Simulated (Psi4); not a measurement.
**[NO2]+ (SMILES O=[N+]=O) at wB97X/def2-TZVPPD**

Aim: the energy change on altering one bond length of [NO2]+ at wB97X/def2-TZVPPD, from 2 runs. 

Program for the calculation: Psi4 1.11.

1 further run of the same task is left out (set aside as unsound or not needed).

### Step 1. Starting point

[NO2]+ has 3 atoms, charge +1, and is taken as a singlet. SMILES: `O=[N+]=O`. Geometry: relaxed at PBE0-D4/def2-TZVP.

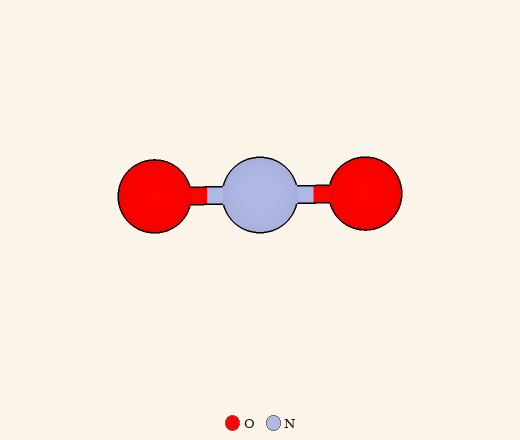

Viewed from a chosen angle; oxygen red, nitrogen light blue.

### Step 2. Energy and gradient at wB97X/def2-TZVPPD

Contents of calc.dat:

```
memory 2200 MB

molecule {
  1 1
  O     -0.572980     0.927020    -0.209580
  N     -0.000010    -0.000010     0.000000
  O      0.572990    -0.927010     0.209580
  units angstrom
  symmetry c1
}

set {
  puream true
  e_convergence 1e-09
  d_convergence 1e-08
  scf_type pk
  dft_radial_points 99
  dft_spherical_points 590
}

energy_value, wavefunction = gradient("wb97x/def2-TZVPPD", return_wfn=True)
oeprop(wavefunction, "MAYER_INDICES", "LOWDIN_CHARGES", "MULLIKEN_CHARGES")
```

Command:

```sh
$ psi4 calc.dat calc.out -n 1
```

calc.out (excerpt; [...] marks lines left out):

```text
[...]
  Running in c1 symmetry.
[...]
  Nuclear repulsion =   68.664162171166481
[...]
  Multiplicity = 1
[...]
  Nalpha       = 11
  Nbeta        = 11
[...]
    Number of basis functions: 117
[...]
   @RKS iter   1:  -204.63546822607213    4.14215e-01   4.93183e-03 DIIS/ADIIS
[...]
   @RKS iter  10:  -204.76141226293805   -4.77485e-12   1.56151e-09 DIIS
[...]
    Orbital Energies [Eh]
    ---------------------
    Doubly Occupied:
       1A    -19.717161     2A    -19.717144     3A    -15.068593
       4A     -1.850261     5A     -1.738008     6A     -1.122804
       7A     -1.108197     8A     -1.108197     9A     -1.055353
      10A     -0.863126    11A     -0.863126
[...]
  @RKS Final Energy:  -204.76141226293805
   => Energetics <=
    Nuclear Repulsion Energy =             68.6641621711664811
    One-Electron Energy =                -406.9403561660152491
    Two-Electron Energy =                 150.5813639475680361
    DFT Exchange-Correlation Energy =     -17.0665822156573235
    Empirical Dispersion Energy =           0.0000000000000000
    VV10 Nonlocal Energy =                  0.0000000000000000
    Total Energy =                       -204.7614122629380518
[...]
 Multipole Moments:
 ------------------------------------------------------------------------------------
     Multipole            Electronic (a.u.)      Nuclear  (a.u.)        Total (a.u.)
 ------------------------------------------------------------------------------------
 L = 1.  Multiply by 2.5417464519 to convert [e a0] to [Debye]
 Dipole X            :         -0.0000133            0.0000001           -0.0000132
 Dipole Y            :          0.0000006           -0.0000000            0.0000006
 Dipole Z            :         -0.0000190            0.0000000           -0.0000190
 Magnitude           :                                                    0.0000231
[...]
  -Total Gradient:
     Atom            X                  Y                   Z
    ------   -----------------  -----------------  -----------------
       1        0.000003278035    -0.000000146119     0.002984854031
       2       -0.000006669163     0.000000297283    -0.000021126181
       3        0.000003388337    -0.000000151039    -0.002963734030
[...]
  Mulliken Charges: (a.u.)
   Center  Symbol    Alpha    Beta     Spin     Total
       1     O     4.11424  4.11424  0.00000 -0.22849
       2     N     2.77151  2.77151  0.00000  1.45698
       3     O     4.11424  4.11424  0.00000 -0.22849
   Total alpha = 11.00000, Total beta = 11.00000, Total charge =  1.00000
  Lowdin Charges: (a.u.)
   Center  Symbol    Alpha    Beta     Spin     Total
       1     O     3.74865  3.74865  0.00000  0.50269
       2     N     3.50270  3.50270  0.00000 -0.00540
       3     O     3.74865  3.74865  0.00000  0.50270
[...]
```

Run time: 28 s. Hardware: 1 thread of Intel Xeon Platinum 8488C (Sapphire Rapids), shared host; peak memory 0.87 GiB.

### Step 3. The distorted shape at the same level

Contents of calc.inp:

```
memory 2200 mb

molecule geom {
  1 1
  O     -0.859484     1.390565    -0.314377
  N     -0.000010    -0.000010     0.000000
  O      0.572990    -0.927010     0.209580
  symmetry c1
  no_reorient
  no_com
}

set globals {
  puream               true
  e_convergence        1e-09
  d_convergence        1e-08
  scf_type             pk
  dft_radial_points    99
  dft_spherical_points 590
}

e, wfn = gradient('wb97x/def2-TZVPPD', return_wfn=True)
oeprop(wfn, 'MAYER_INDICES', 'LOWDIN_CHARGES', 'DIPOLE', title='WB97X')
```

Command:

```sh
$ psi4 -n 1 calc.inp calc.out
```

calc.out (excerpt; [...] marks lines left out):

```text
[...]
  Running in c1 symmetry.
[...]
  Nuclear repulsion =   56.710993319376783
[...]
  Multiplicity = 1
[...]
  Nalpha       = 11
  Nbeta        = 11
[...]
    Number of basis functions: 117
[...]
   @RKS iter   1:  -204.29656017513639   -1.38729e-01   6.42126e-03 ADIIS/DIIS
[...]
   @RKS iter  12:  -204.58520309628005   -6.26414e-11   8.01622e-09 DIIS
[...]
    Orbital Energies [Eh]
    ---------------------
    Doubly Occupied:
       1A    -19.798322     2A    -19.653093     3A    -15.050934
       4A     -1.838954     5A     -1.419318     6A     -1.186017
       7A     -1.058628     8A     -1.058628     9A     -1.027621
      10A     -0.765730    11A     -0.765730
[...]
  @RKS Final Energy:  -204.58520309628005
   => Energetics <=
    Nuclear Repulsion Energy =             56.7109933193767830
    One-Electron Energy =                -384.0046519053162797
    Two-Electron Energy =                 139.5319806527492972
    DFT Exchange-Correlation Energy =     -16.8235251630898546
    Empirical Dispersion Energy =           0.0000000000000000
    VV10 Nonlocal Energy =                  0.0000000000000000
    Total Energy =                       -204.5852030962800541
[...]
  -Total Gradient:
     Atom            X                  Y                   Z
    ------   -----------------  -----------------  -----------------
       1       -0.058182973597     0.094137004627    -0.021282158340
       2        0.003335145990    -0.005405000231     0.001221185228
       3        0.054862781981    -0.088756202956     0.020066443568
[...]
 Multipole Moments:
 ------------------------------------------------------------------------------------
     Multipole            Electronic (a.u.)      Nuclear  (a.u.)        Total (a.u.)
 ------------------------------------------------------------------------------------
 L = 1.  Multiply by 2.5417464519 to convert [e a0] to [Debye]
 Dipole X            :          4.5187494           -4.3312939            0.1874555
 Dipole Y            :         -7.3110863            7.0078037           -0.3032826
 Dipole Z            :          1.6528669           -1.5843010            0.0685659
 Magnitude           :                                                    0.3630719
[...]
```

Run time: 29 s. Hardware: 1 thread of Intel Xeon Platinum 8488C (Sapphire Rapids), shared host; peak memory 0.88 GiB.

### Step 4. Outcome

Level: wB97X/def2-TZVPPD.

| quantity | value |
| --- | --- |
| first shape: total energy | -204.76141 Eh |
| first shape: HOMO energy | -23.49 eV |
| first shape: LUMO energy | -8.24 eV |
| first shape: HOMO–LUMO gap | 15.25 eV |
| first shape: largest force on an atom | 0.153 eV/Å |
| distorted shape: total energy | -204.58520 Eh |
| distorted shape: HOMO energy | -20.84 eV |
| distorted shape: LUMO energy | -10.57 eV |
| distorted shape: HOMO–LUMO gap | 10.27 eV |
| distorted shape: largest force on an atom | 5.795 eV/Å |
| energy change with the O1–N2 bond stretched from 1.110 to 1.665 Å | 4.795 eV |

With the O1–N2 bond stretched from 1.110 to 1.665 Å the energy rises by 4.79 eV (111 kcal/mol). The first shape isn't relaxed at this level, so the change isn't measured from a minimum.
